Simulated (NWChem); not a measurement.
# CHBrF2 (bromodifluoromethane) at 5 levels

Wanted: a comparison of 5 runs (HF/STO-3G, HF/3-21G, B3LYP/6-31G*, M06-2X/aug-cc-pVDZ) of CHBrF2 (bromodifluoromethane). 

Program for the calculation: NWChem 7.3.0.

2 further runs of the same task are left out: 1 that didn't finish, 1 set aside as unsound or not needed.

### 1 The structure to begin with

CHBrF2: 5 atoms, total charge 0, spin state singlet. As SMILES, `FC(F)Br`. The coordinates come from a PBE0-D4/def2-TZVP relaxation.

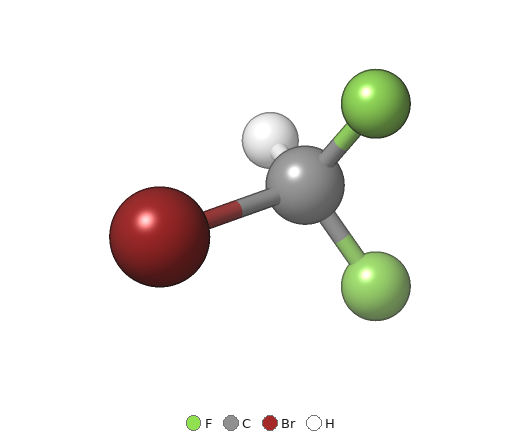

The structure, seen from a chosen angle (fluorine green, carbon grey, bromine red, hydrogen white).

### 2 Energy and forces at HF/STO-3G (run 1)

run.py

```python
from ase import Atoms
from ase.calculators.nwchem import NWChem

molecule = Atoms('FCFBrH', positions=[
    [0.174340, -0.623850, 1.201130],
    [0.141760, 0.019230, 0.034970],
    [0.707870, -0.753840, -0.890480],
    [-1.695370, 0.389750, -0.456680],
    [0.671400, 0.968700, 0.111060],
])

calc = NWChem(
    label='chbrf2',
    theory='scf',
    memory='2200 mb',
    basis='STO-3G',
    basispar='spherical bse',
    scf={'nopen': '0', 'rhf': None, 'thresh': '1e-08', 'maxiter': '80'},
)
molecule.calc = calc

forces = molecule.get_forces()
print("Total energy (eV):", round(molecule.get_potential_energy(), 6))
print("forces (eV/A):")
for s, f in zip(molecule.symbols, forces):
    print(f"{s:2s} {f[0]:10.5f} {f[1]:10.5f} {f[2]:10.5f}")
print("dipole (e A):", molecule.get_dipole_moment().round(4))
```

Run with:

```sh
$ export ASE_NWCHEM_COMMAND="nwchem PREFIX.nwi > PREFIX.nwo"
$ python run.py
```

Standard output:

```text
Total energy (eV): -75612.851693
forces (eV/A):
F     0.14748   -1.12820    2.24190
C    -1.35250    1.31152   -0.42711
F     1.16574   -1.37595   -1.75072
Br   -0.43621    0.22065   -0.12496
H     0.47550    0.97198    0.06088
dipole (e A): [0.2253 0.1589 0.0476]
```

The calculator wrote chbrf2.nwi:

```
title "chbrf2"

permanent_dir chbrf2

scratch_dir chbrf2

start chbrf2

geometry units angstrom nocenter noautosym noautoz
  F  1.7433999999999999e-01 -6.2385000000000002e-01 1.2011300000000000e+00
  C  1.4176000000000000e-01 1.9230000000000001e-02 3.4970000000000001e-02
  F  7.0787000000000000e-01 -7.5383999999999995e-01 -8.9048000000000005e-01
  Br -1.6953700000000000e+00 3.8974999999999999e-01 -4.5667999999999997e-01
  H  6.7140000000000000e-01 9.6870000000000001e-01 1.1106000000000001e-01
end

memory 2200 mb

basis spherical bse noprint
   * library STO-3G
end

scf
  nopen 0
  rhf
  thresh 1e-08
  maxiter 80
end

task scf gradient
```

chbrf2.nwo:

```text
Northwest Computational Chemistry Package (NWChem) 7.3.0
             --------------------------------------------------------

           Job information
           ---------------

    nwchem branch   = 7.3.0
    use scalapack   = T
    input           = chbrf2.nwi
    prefix          = chbrf2.
    data base       = chbrf2/chbrf2.db
    status          = startup
    nproc           =        1

           Memory information
           ------------------

    heap     =     72089598 doubles =      550.0 Mbytes
    stack    =     72089595 doubles =      550.0 Mbytes
    global   =    144179200 doubles =     1100.0 Mbytes (distinct from heap & stack)
    total    =    288358393 doubles =     2200.0 Mbytes
    verify   = yes
    hardfail = no

[... 129 lines left out ...]
 Convergence threshold     :          1.000E-08
[... 13 lines left out ...]
       Final RHF  results
[... 3 lines left out ...]
      One-electron energy =  -4405.531960806951
[... 1 line left out ...]
 Nuclear repulsion energy =    258.805656504737
[... 42 lines left out ...]
                       ROHF Final Molecular Orbital Analysis
[... 168 lines left out ...]
    atom               coordinates                        gradient
                 x          y          z           x          y          z
   1 F       0.329455  -1.178906   2.269807   -0.002868   0.021940  -0.043598
   2 C       0.267888   0.036339   0.066084    0.026302  -0.025505   0.008306
   3 F       1.337680  -1.424551  -1.682763   -0.022670   0.026758   0.034046
   4 Br     -3.203785   0.736521  -0.863000    0.008483  -0.004291   0.002430
   5 H       1.268762   1.830578   0.209873   -0.009247  -0.018902  -0.001184

                 ----------------------------------------
                 |  Time  |  1-e(secs)   |  2-e(secs)   |
                 ----------------------------------------
                 |  CPU   |       0.00   |       0.46   |
                 ----------------------------------------
                 |  WALL  |       0.00   |       0.46   |
                 ----------------------------------------

 Task  times  cpu:        1.8s     wall:        1.8s
 Total times  cpu:        1.8s     wall:        1.8s
```

Run time: 2.8 s. Hardware: 1 thread of Intel Xeon 6975P-C (Granite Rapids), shared host; peak memory 0.099 GiB.

### 3 Energy and forces at HF/3-21G (run 2)

chbrf2.nw

```
start chbrf2
title "CHBrF2 gradient"
memory stack 880 mb heap 220 mb global 1100 mb

geometry units angstroms noautosym nocenter noautoz
 F      0.174340    -0.623850     1.201130
 C      0.141760     0.019230     0.034970
 F      0.707870    -0.753840    -0.890480
 Br    -1.695370     0.389750    -0.456680
 H      0.671400     0.968700     0.111060
end

basis "ao basis" spherical bse
 * library 3-21G
end

scf
 thresh 1e-08
 maxiter 80
 print low
end

task scf gradient
```

Run with:

```sh
$ nwchem chbrf2.nw > chbrf2.out
```

Standard output:

```text
[...]
  functions       =    51
[...]
  wavefunction    = RHF
[...]
         Total SCF energy =  -2796.066122472253
      One-electron energy =  -4414.046829490516
      Two-electron energy =   1359.175050513525
 Nuclear repulsion energy =    258.805656504738
        Time for solution =      1.4s
[...]
                         RHF ENERGY GRADIENTS
    atom               coordinates                        gradient
                 x          y          z           x          y          z
   1 F       0.329455  -1.178906   2.269807    0.000732   0.010416  -0.021700
   2 C       0.267888   0.036339   0.066084   -0.017600  -0.032232  -0.002477
   3 F       1.337680  -1.424551  -1.682763   -0.009401   0.012879   0.018032
   4 Br     -3.203785   0.736521  -0.863000    0.017976  -0.003789   0.004821
   5 H       1.268762   1.830578   0.209873    0.008293   0.012726   0.001324
 Task  times  cpu:        2.0s     wall:        2.0s
 Total times  cpu:        2.0s     wall:        2.0s
```

Wall time 2.6 s (1 thread of Intel Xeon 6975P-C (Granite Rapids), shared host); peak memory 0.099 GiB.

Runs 3 to 4 aren't shown in full; the table further down has their settings and results.

### 4 Energy and forces at M06-2X/aug-cc-pVDZ (run 5)

chbrf2.nw

```
start chbrf2
title "CHBrF2"
memory total 2200 mb

geometry noautosym nocenter noautoz
 F      0.174340    -0.623850     1.201130
 C      0.141760     0.019230     0.034970
 F      0.707870    -0.753840    -0.890480
 Br    -1.695370     0.389750    -0.456680
 H      0.671400     0.968700     0.111060
end

basis spherical bse
 * library aug-cc-pVDZ
end

dft
 xc m06-2x
 grid fine
 convergence energy 1e-08
 iterations 100
 mulliken
end

task dft gradient
```

Run with:

```sh
$ nwchem chbrf2.nw > chbrf2.out
```

Standard output:

```text
[...]
          Wavefunction type:  closed shell.
          No. of atoms     :     5
          No. of electrons :    60
[...]
          Charge           :     0
          Spin multiplicity:     1
[...]
          AO basis - number of functions:   114
[...]
              XC Information
              --------------
                       M06-2X Method XC Functional
                     Hartree-Fock (Exact) Exchange  0.540
                        M06-2X Exchange Functional  1.000
                      M06-2X Correlation Potential  1.000
[...]
 d= 0,ls=0.0,diis     1  -2812.3730097266 -3.07D+03  1.25D-02  1.22D+00     9.1
[...]
 d= 0,ls=0.0,diis     9  -2812.5124919221 -1.39D-09  4.95D-07  1.88D-09    55.7
         Total DFT energy =    -2812.512491922059
      One electron energy =    -4427.102939389150
           Coulomb energy =     1473.789324272467
    Exchange-Corr. energy =     -118.004533310114
 Nuclear repulsion energy =      258.805656504738
[...]
      Total Density - Mulliken Population Analysis
     ---------------------------------------------
    Atom       Charge   Shell Charges
 -----------   ------   -------------------------------------------------------
    1 F    9     9.33   2.01  0.90  1.03  0.10  3.32  1.89  0.06  0.01  0.01
    2 C    6     5.26   2.01  0.68  0.23 -0.01  1.86  0.25 -0.01  0.21  0.04
    3 F    9     9.33   2.01  0.90  1.03  0.10  3.32  1.89  0.06  0.01  0.01
    4 Br  35    34.79   2.00  2.00  2.04  1.02  0.91 -0.01  6.00  6.01  2.67  2.08  0.07  9.97  0.06 -0.02
    5 H    1     1.30   0.77  0.48  0.01  0.02  0.01
[...]
  wavefunction    = closed shell
                         DFT ENERGY GRADIENTS
    atom               coordinates                        gradient
                 x          y          z           x          y          z
   1 F       0.329455  -1.178906   2.269807    0.000466   0.004384  -0.006019
   2 C       0.267888   0.036339   0.066084    0.002169  -0.007988   0.001057
   3 F       1.337680  -1.424551  -1.682763   -0.002330   0.005061   0.004949
   4 Br     -3.203785   0.736521  -0.863000    0.001117   0.000712   0.000240
   5 H       1.268762   1.830578   0.209873   -0.001421  -0.002168  -0.000228
[...]
```

Run time: 95 s. Hardware: 1 thread of Intel Xeon 6975P-C (Granite Rapids), shared host; peak memory 0.13 GiB.

### 5 Overview of the runs

```
run                               level  iteration cap  module   energy (Eh)  dipole moment (D)  HOMO energy (eV)  LUMO energy (eV)  wall time
  1                           HF/STO-3G             80     scf  -2778.721070               1.34             -9.02              8.80      2.8 s
  2                            HF/3-21G             80     scf  -2796.066122                  –                 –                 –      2.6 s
  3  B3LYP/6-31G* (spherical functions)            100     dft  -2812.244387               1.39                 –                 –       17 s
  4  B3LYP/6-31G* (Cartesian functions)            100     dft  -2812.255863               1.39             -8.36             -0.61       21 s
  5                  M06-2X/aug-cc-pVDZ            100     dft  -2812.512492               1.45            -10.12             -0.20       95 s
```

### 6 Summary of results

```
                       quantity           value
            run 5: total energy  -2812.51249 Eh
           run 5: dipole moment          1.45 D
             run 5: HOMO energy       -10.12 eV
             run 5: LUMO energy        -0.20 eV
           run 5: HOMO–LUMO gap         9.91 eV
run 5: largest force on an atom      0.429 eV/Å
```

In words: Over runs 1, 3, 4, 5 the dipole moment (its size) runs from 1.34 D (HF/STO-3G) to 1.45 D (M06-2X/aug-cc-pVDZ). The two ends differ in method and basis. Over runs 1, 4, 5 the HOMO–LUMO gap runs from 7.76 eV (B3LYP/6-31G*) to 17.82 eV (HF/STO-3G). Totals of different functionals can't be ranked against each other. In run 1 the basis is minimal, so the values are rough. All runs together took 2.3 min, the longest 95 s.
